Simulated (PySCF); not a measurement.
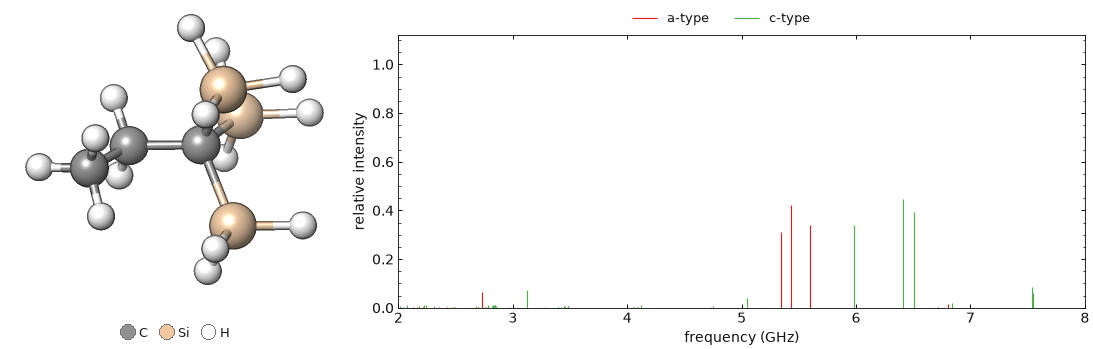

C₃H₁₄Si₃, SMILES CCC([SiH3])([SiH3])[SiH3]. Simulated rotational absorption lines between 2 and 8 GHz at 1.5 K: rigid rotor with the equilibrium constants and dipole of one optimised conformer (PBE0-D3(BJ)/def2-SVP, PySCF), commonest isotopes; no centrifugal distortion, hyperfine structure, internal rotation or nuclear-spin weights; lines within 1 MHz of each other are summed. Lines of different type are drawn apart.

Question: What are the rotational constants, and what kind of rotor is it?

Answer: Rotational constants A, B, C = 1.691, 1.429, 1.306 GHz; Ray's κ = −0.36, an asymmetric top on the prolate side.

Question: Assign the strongest lines, as J(Ka,Kc).

Answer:
```csv
GHz,upper,lower,type,relative intensity
8.00,"3(1,3)","2(1,2)",a,1.00
6.41,"2(2,0)","1(1,0)",c,0.45
5.43,"2(0,2)","1(0,1)",a,0.42
6.50,"2(2,1)","1(1,1)",c,0.39
```

Caveats: coarse grid, loose stop and no frequency check, small forces are noise and the end may be a saddle.
